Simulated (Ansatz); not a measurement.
# H3NOS2W: the cost of one run

Computed with Ansatz 0.2.0, Gaussian basis. Level: the settings change from run to run.

## Step 1: The relaxed structure

An earlier PBE0-D4 in a triple-zeta def2 set relaxation fixed the geometry. W takes a core potential in def2 sets; no spin-orbit term is included.

SMILES `[NH2][W]([OH])(=[S])=[S]`, 8 atoms, charge 0, spin multiplicity 1.

Atoms are counted from 1 here; the program's logs count them from 0.

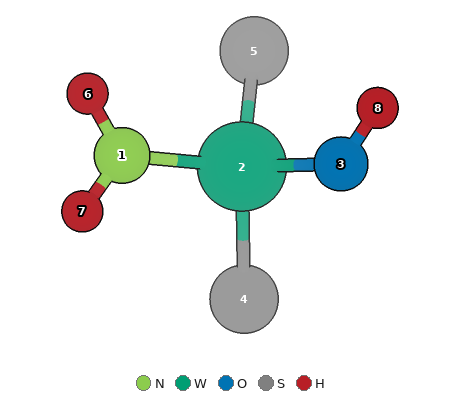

The structure; nitrogen green, tungsten teal, oxygen blue, sulfur grey, hydrogen red; atoms are numbered from 1 in the order of the file.

## Step 2: PBE-QIDH/def2-SVPD

Contents of in.yaml:

```yaml
crystal:
  periodic: [false, false, false]
  atoms:
    - {symbol: N, position_ang: [-0.890546, 0.896865, 0.703776]}
    - {symbol: W, position_ang: [0.110992, -0.220384, -0.498359]}
    - {symbol: O, position_ang: [1.006707, -1.566973, 0.460717]}
    - {symbol: S, position_ang: [-1.269412, -1.135671, -1.834071]}
    - {symbol: S, position_ang: [1.510715, 1.016306, -1.514630]}
    - {symbol: H, position_ang: [-0.542909, 1.764665, 1.082905]}
    - {symbol: H, position_ang: [-1.865308, 0.751412, 0.919474]}
    - {symbol: H, position_ang: [1.939762, -1.506220, 0.680188]}
basis:
  gaussian: {orbitals: def2-SVPD}
hamiltonian: {xc: {name: PBE-QIDH}}
output: {forces: true}
```

Command:

```bash
> ansatz run in.yaml --threads 4 --pin off --events-out ev --progress --plain --max-ram 10444MiB
```

What time and memory should one allow on 4 threads of Arm Neoverse V1, shared host?

About 13 s, with a peak of 0.58 GiB.
